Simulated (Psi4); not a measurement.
**BSiH4Cl (SMILES [SiH3]BCl): MP2/6-311+G(d,p)**

What is the vertical singlet–triplet gap of BSiH4Cl at MP2/6-311+G**? 

Program for the calculation: Psi4 1.11.

1 further run of the same task is left out (set aside as unsound or not needed).

## Step 1: The system as given

BSiH4Cl has 7 atoms, charge 0, and is taken as a singlet. SMILES: `[SiH3]BCl`. Geometry: relaxed at GFN2-xTB.

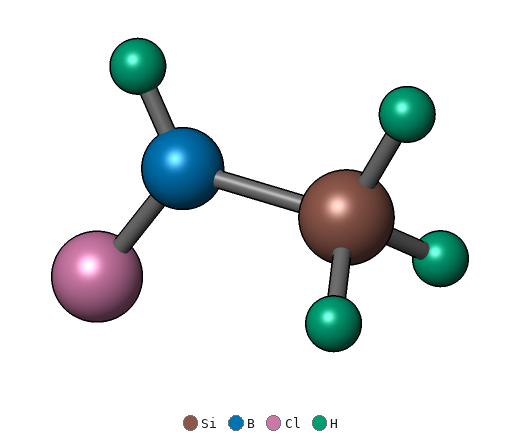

The structure, seen from a chosen angle (silicon brown, boron blue, chlorine pink, hydrogen teal).

## Step 2: The energy at MP2/6-311+G(d,p)

The input, input.json:

```json
{
  "schema_name": "qcschema_input",
  "schema_version": 1,
  "molecule": {
    "schema_name": "qcschema_molecule",
    "schema_version": 2,
    "symbols": ["Si", "B", "Cl", "H", "H", "H", "H"],
    "geometry": [-1.15872337, 0.90056788, -0.5147047, 1.62650617, -1.07937377, 1.0011769, 2.94024377, -3.51536302, -0.61438776, -3.39882361, -0.65331612, -1.04375243, -0.45015166, 2.05819521, -2.93674778, -2.04334196, 2.98200672, 1.09033418, 2.48427176, -0.69269801, 3.01808159],
    "molecular_charge": 0,
    "molecular_multiplicity": 1,
    "fix_symmetry": "c1"
  },
  "driver": "energy",
  "model": {
    "method": "mp2",
    "basis": "6-311+G**"
  },
  "keywords": {
    "reference": "rhf",
    "puream": true,
    "e_convergence": 1e-09,
    "d_convergence": 1e-08,
    "scf_type": "pk",
    "num_frozen_docc": 11,
    "mp2_type": "conv"
  }
}
```

Started as:

```
$ psi4 --qcschema input.json -n 1 --memory 1600MB
```

stdout:

```text
[...]
  Running in c1 symmetry.
[...]
  Nuclear repulsion =  119.228558018467069
[...]
  Multiplicity = 1
[...]
  Nalpha       = 20
  Nbeta        = 20
[...]
    Number of basis functions: 106
[...]
   @RHF iter   1:  -775.42654426955198   -5.14337e-01   2.32690e-03 ADIIS/DIIS
[...]
   @RHF iter  11:  -775.47440570735591   -4.88853e-12   3.37833e-09 DIIS
[...]
    Orbital Energies [Eh]
    ---------------------
    Doubly Occupied:
       1A   -104.845550     2A    -68.763136     3A    -10.575281
       4A     -8.043258     5A     -8.041254     6A     -8.040557
       7A     -7.661449     8A     -6.113928     9A     -4.220677
      10A     -4.220601    11A     -4.220312    12A     -1.135827
      13A     -0.757519    14A     -0.672763    15A     -0.570139
      16A     -0.513293    17A     -0.505853    18A     -0.478562
      19A     -0.478005    20A     -0.408530
[...]
  @RHF Final Energy:  -775.47440570735591
   => Energetics <=
    Nuclear Repulsion Energy =            119.2285580184670692
    One-Electron Energy =               -1308.8729432935706427
    Two-Electron Energy =                 414.1699795677476459
    Total Energy =                       -775.4744057073559134
[...]
 Multipole Moments:
 ------------------------------------------------------------------------------------
     Multipole            Electronic (a.u.)      Nuclear  (a.u.)        Total (a.u.)
 ------------------------------------------------------------------------------------
 L = 1.  Multiply by 2.5417464519 to convert [e a0] to [Debye]
 Dipole X            :          5.0776847           -5.0449026            0.0327821
 Dipole Y            :         -5.3365527            5.4577585            0.1212057
 Dipole Z            :          0.0712375            0.1692039            0.2404413
 Magnitude           :                                                    0.2712518
[...]
	SCS-MP2 Total Energy (a.u.)        :  -775.81455861277595
	SOS-MP2 Total Energy (a.u.)        :  -775.79163629499976
	SCSN-MP2 Total Energy (a.u.)       :  -775.59543554521463
[...]
	SOS-PI-MP2 Total Energy (a.u.)     :  -775.84450805960705
[...]
	MP2 Total Energy (a.u.)            :  -775.80753148372116
[...]
```

The result, in JSON:

```text
{
 "driver": "energy",
 "model": {
  "method": "mp2",
  "basis": "6-311+G**"
 },
 "success": true,
 "return_result": -775.8075314837212,
 "properties": {
  "calcinfo_nbasis": 106,
  "calcinfo_nmo": 106,
  "calcinfo_nalpha": 20,
  "calcinfo_nbeta": 20,
  "calcinfo_natom": 7,
  "nuclear_repulsion_energy": 119.22855801846707,
  "return_energy": -775.8075314837212,
  "scf_one_electron_energy": -1308.8729432935706,
  "scf_two_electron_energy": 414.16997956774765,
  "scf_dipole_moment": [0.03278206812724527, 0.12120572964649323, 0.24044131859154938],
  "scf_total_energy": -775.4744057073559,
  "scf_iterations": 11,
  "mp2_same_spin_correlation_energy": -0.0687669533287542,
  "mp2_opposite_spin_correlation_energy": -0.2643588230365293,
  "mp2_singles_energy": 0.0,
  "mp2_doubles_energy": -0.33312577636528345,
  "mp2_correlation_energy": -0.3331257763652502,
  "mp2_total_energy": -775.8075314837212
 }
}
```

Wall time 8.7 s (1 thread of AMD EPYC 7B13 (Zen 3), shared host); peak memory 0.7 GiB.

## Step 3: The triplet

The input, calc.dat:

```
memory 1600 MB

molecule m {
  0 3
  Si
  B 1 r2
  Cl 2 r3 1 a3
  H 1 r4 2 a4 3 d4
  H 1 r5 4 a5 2 d5
  H 1 r6 5 a6 4 d6
  H 2 r7 3 a7 1 d7

  r2 = 1.978271
  r3 = 1.695846
  a3 = 120.2377
  r4 = 1.469598
  a4 = 112.44946
  d4 = 61.33738
  r5 = 1.469214
  a5 = 105.84095
  d5 = 123.33956
  r6 = 1.467557
  a6 = 105.86391
  d6 = -112.05762
  r7 = 1.177724
  a7 = 115.52653
  d7 = 179.95351
  units angstrom
  symmetry c1
}

set globals {
  reference uhf
  puream true
  e_convergence 1e-09
  d_convergence 1e-08
  scf_type pk
  num_frozen_docc 11
  mp2_type conv
  maxiter 200
}

energy('mp2/6-311+G**')
```

Started as:

```
$ psi4 calc.dat calc.out -n 1
```

calc.out:

```text
[...]
  Running in c1 symmetry.
[...]
  Nuclear repulsion =  119.228562023705635
[...]
  Multiplicity = 3
[...]
  Nalpha       = 21
  Nbeta        = 19
[...]
    Number of basis functions: 106
[...]
   @UHF iter   1:  -775.27003971681461   -3.57837e-01   2.48557e-03 ADIIS/DIIS
[...]
   @UHF iter  17:  -775.33812056537931   -1.38698e-11   8.19628e-09 DIIS
[...]
   @S^2 Observed:                2.014068498E+00
[...]
    Orbital Energies [Eh]
    ---------------------
    Alpha Occupied:
       1A   -104.843434     2A    -68.833058     3A    -10.572004
       4A     -8.042022     5A     -8.038408     6A     -8.037896
       7A     -7.636710     8A     -6.179217     9A     -4.291837
      10A     -4.284004    11A     -4.283513    12A     -1.136736
      13A     -0.825504    14A     -0.696198    15A     -0.581589
      16A     -0.545530    17A     -0.540104    18A     -0.510325
      19A     -0.504688    20A     -0.448214    21A     -0.277020
    Alpha Virtual:
      22A      0.052739    23A      0.063462    24A      0.073654
      25A      0.078242    26A      0.092917    27A      0.095368
[...]
  @UHF Final Energy:  -775.33812056537931
   => Energetics <=
    Nuclear Repulsion Energy =            119.2285620237056349
    One-Electron Energy =               -1308.1078331951630389
    Two-Electron Energy =                 413.5411506060782472
    Total Energy =                       -775.3381205653793131
  UHF NO Occupations:
  HONO-2 :   19  A 1.9969544
  HONO-1 :   20  A 1.0000000
[...]
 Multipole Moments:
 ------------------------------------------------------------------------------------
     Multipole            Electronic (a.u.)      Nuclear  (a.u.)        Total (a.u.)
 ------------------------------------------------------------------------------------
 L = 1.  Multiply by 2.5417464519 to convert [e a0] to [Debye]
 Dipole X            :          0.0059149           -0.0045377            0.0013772
 Dipole Y            :         -3.1960349            3.4587318            0.2626970
 Dipole Z            :          5.8864286           -6.5805735           -0.6941448
 Magnitude           :                                                    0.7421918
[...]
	SCS-MP2 Total Energy (a.u.)        :  -775.66911193908061
	SOS-MP2 Total Energy (a.u.)        :  -775.64476476245079
	SCSN-MP2 Total Energy (a.u.)       :  -775.46667365798521
[...]
	SOS-PI-MP2 Total Energy (a.u.)     :  -775.69587212862939
[...]
	MP2 Total Energy (a.u.)            :  -775.66669892616187
[...]
```

It took 10 s on 1 thread of AMD EPYC 7B13 (Zen 3), shared host; peak memory 0.7 GiB.

## Step 4: Summary of results

Level: MP2/6-311+G**, 11 core orbitals frozen.

```
                                                           quantity          value
                                              singlet: total energy  -775.80753 Eh
                       singlet: HOMO energy (Hartree–Fock orbitals)      -11.12 eV
                       singlet: LUMO energy (Hartree–Fock orbitals)        0.99 eV
                     singlet: HOMO–LUMO gap (Hartree–Fock orbitals)       12.10 eV
              singlet: correlation energy (11 core orbitals frozen)     -333.1 mEh
                                              triplet: total energy  -775.66670 Eh
triplet: HOMO energy (Hartree–Fock orbitals) (highest over α and β)       -7.54 eV
 triplet: LUMO energy (Hartree–Fock orbitals) (lowest over α and β)       -2.15 eV
              triplet: correlation energy (11 core orbitals frozen)     -328.6 mEh
                         triplet: ⟨S²⟩ of the reference determinant          2.014
                   vertical energy of the triplet above the singlet       3.832 eV
```

**Reading.** At this shape the triplet lies 3.83 eV (370 kJ/mol) above the singlet.
